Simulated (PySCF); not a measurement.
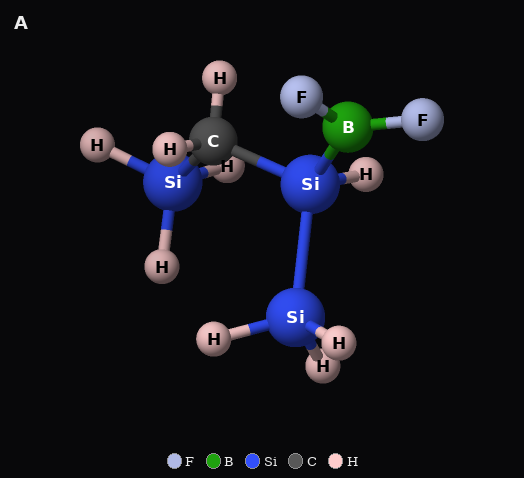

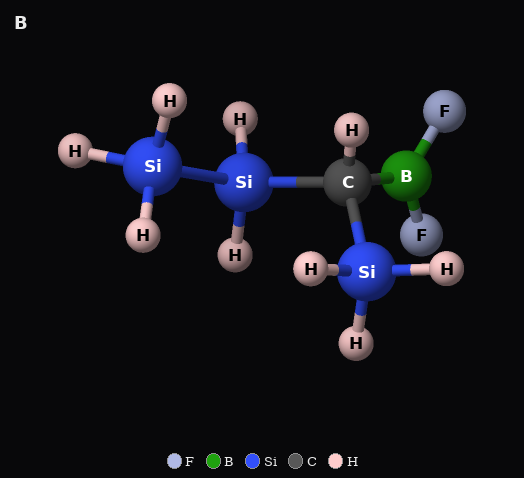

2 stationary structures of one formula. Geometries: GFN2-xTB. Electronic energies: ωB97X-D/def2-SVPD (PySCF 2.14.0), without zero-point energy. No frequency run is at hand to confirm each as a minimum. Each is one conformer, not always the lowest.

> How are they related?

They are constitutional isomers of CH9BF2Si3: A `FB(F)[Si@@H]([SiH3])C[SiH3]`, B `FB(F)[C@H]([SiH3])[SiH2][SiH3]`.

> Rank them by energy, lowest first.

B is lowest; A lies 0.494 eV above it.

The geometry is semi-empirical. Around B, Si such bond lengths and angles can be off by a tenth of an ångström or more and by several degrees, and values that hang on the shape move with them.
